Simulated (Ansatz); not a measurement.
**YbB2 (P6/mmm): frozen displacement of one atom**

The task is a frozen displacement of one atom, for YbB2 (P6/mmm).

Computed with Ansatz 0.2.0 through its Python package. Level of theory: DFT PBE, plane waves, PAW.

**1. Starting point**

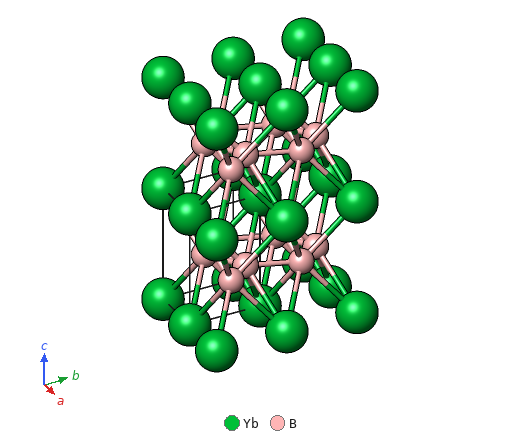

The structure that the script starts from, seen slightly off an axis (ytterbium green, boron pink). 2×2×2 cells are drawn. Atoms on cell faces are repeated.

No structure file is read: the coordinates are typed or built in the script.

**2. The script**

Contents of push_ybb2.py:

```python
# -*- coding: utf-8 -*-
"""Energy and force of YbB2 as one atom is pushed off its site."""

import logging
import sys
import warnings

import ansatz as az
import numpy as np

logging.basicConfig(stream=sys.stdout, format="[%(levelname)s] %(message)s")
logger = logging.getLogger("run")
logger.setLevel(logging.INFO)

params = {
    "functional": "PBE",
    "mesh": (9, 9, 7),
    "filling": "Gaussian",
    "sigma": 0.05,
}


def main():
    warnings.simplefilter("ignore", az.DeckWarning)

    system = (
        az.Lattice.of((3.2503, 0.0, 0.0), (-1.62515, 2.81484237, 0.0), (0.0, 0.0, 3.7315))
        .atom("Yb", (0.0, 0.0, 0.0))
        .atom("B", (1 / 3, 2 / 3, 0.5))
        .atom("B", (2 / 3, 1 / 3, 0.5))
    )

    inverse = np.linalg.inv(np.array(system.lattice.vectors))
    home = np.array(system.sites[2].position)
    values = np.linspace(-0.2, 0.2, 5)
    energies, pulls = [], []
    for shift in values:
        moved = system.move(2, to=home + shift * inverse[0])
        job = moved.calculation()
        job = job.functional(params["functional"])
        job = job.pseudopotentials("paw")
        job = job.kpoints(*params["mesh"], center="gamma")
        job = job.occupations(params["filling"], width=params["sigma"])
        job = job.forces()
        summary = job.run().report
        energies.append(summary["free_energy_ev"])
        pulls.append(summary["forces_ev_ang"][2][0])

    # the force is minus the slope of the free energy
    logger.info("shift (A)   dE (eV)   force along x (eV/A)")
    for shift, e, f in zip(values, energies, pulls):
        logger.info(f"{shift:8.3f} {e - energies[2]:10.5f} {f:12.4f}")
    logger.info(f"stiffness from energies {2 * np.polyfit(values, energies, 2)[0]:.3f}, from forces {-np.polyfit(values, pulls, 1)[0]:.3f} eV/A^2")


if __name__ == "__main__":
    main()
```

**3. The input behind the calls**

The engine receives this input (first run):

```yaml
crystal:
  lattice:
    - [3.2503, 0.0, 0.0]
    - [-1.62515, 2.81484237, 0.0]
    - [0.0, 0.0, 3.7315]
  atoms:
    - { symbol: Yb, position: [0.0, 0.0, 0.0] }
    - { symbol: B, position: [0.3333333333333333, 0.6666666666666666, 0.5] }
    - { symbol: B, position: [0.6051338850772748, 0.3333333333333333, 0.5] }
kpoints:
  mp_grid:
    grid: [9, 9, 7]
    shift: [0.0, 0.0, 0.0]
hamiltonian:
  xc: pbe
  pseudopotentials:
    kind: paw
scf:
  occupations:
    method: gaussian
    width: 0.05
output:
  forces: true
```

**4. Launch**

Launch:

```
$ python push_ybb2.py
```

Log:

```text
[INFO] shift (A)   dE (eV)   force along x (eV/A)
[INFO]   -0.200    0.16665       1.7559
[INFO]   -0.100    0.04076       0.8116
[INFO]    0.000    0.00000       0.0000
[INFO]    0.100    0.04076      -0.8116
[INFO]    0.200    0.16665      -1.7559
[INFO] stiffness from energies 8.358, from forces 8.647 eV/A^2
```

Wall time 33 s (1 thread of Intel Xeon Platinum 8488C (Sapphire Rapids), shared host); peak memory 0.48 GiB.

**5. Inputs of later runs**

The engine's inputs for some of the other runs:

Run 2, against run 1:

```diff
@@ -9 +9 @@
-    - { symbol: B, position: [0.6051338850772748, 0.3333333333333333, 0.5] }
+    - { symbol: B, position: [0.6359002758719707, 0.3333333333333333, 0.5] }
```

Run 3, against run 1:

```diff
@@ -9 +9 @@
-    - { symbol: B, position: [0.6051338850772748, 0.3333333333333333, 0.5] }
+    - { symbol: B, position: [0.6666666666666666, 0.3333333333333333, 0.5] }
```

Run 4, against run 1:

```diff
@@ -9 +9 @@
-    - { symbol: B, position: [0.6051338850772748, 0.3333333333333333, 0.5] }
+    - { symbol: B, position: [0.6974330574613625, 0.3333333333333333, 0.5] }
```

Lines on the test bed's own set-up are left out of the output.

A comment line of the script is reworded here; the code is as run.

**6. Run by run**

The 5 runs, in the order started:

```
run  shift of atom 3 from run 1 (Å)  energy from run 3 (meV/atom)  SCF cycles  CPU time (s)
  1                           0.000                         55.55           7             7
  2                           0.100                         13.59           7           6.6
  3                           0.200                          0.00           7           1.3
  4                           0.300                         13.59           7           7.8
  5                           0.400                         55.55           7           9.2
```

Energies are free energies F = E - TS of the smeared occupations. 

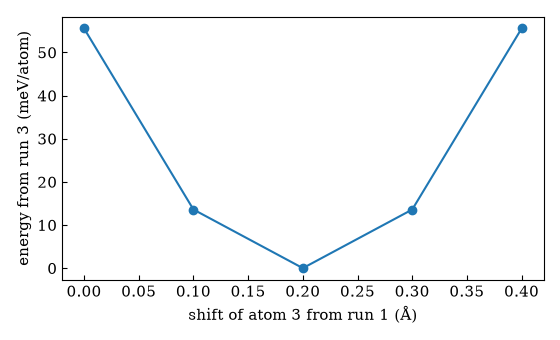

Energy against shift of atom 3 from run 1; lines join the points.

**7. What came out**

| quantity | value |
| --- | --- |
| runs compared | 5 |
| range of energy | 55.55 meV/atom |
| lowest point, shift of atom 3 from run 1 (Å) | 0.200 |

What this shows: The curvature of the energy gives 8.358 eV/Å² and the slope of the force 8.647 eV/Å², a positive curvature. What to keep in mind:
- Semilocal functionals put the nearly full 4f shell of Yb too close to the Fermi level.
- For a metal this k-point mesh is coarse: on a finer one energies can move by several to tens of meV an atom and pressures by half a GPa or more, differences at one mesh by less.
- In a metal a curvature from energy changes of a few meV or less hangs on mesh and smearing, in size and even in sign.
- All periodic images of the atom move with it, so the curvature is one diagonal element of the zone-centre force constants and no normal mode; a positive value doesn't exclude soft modes in which several atoms move.
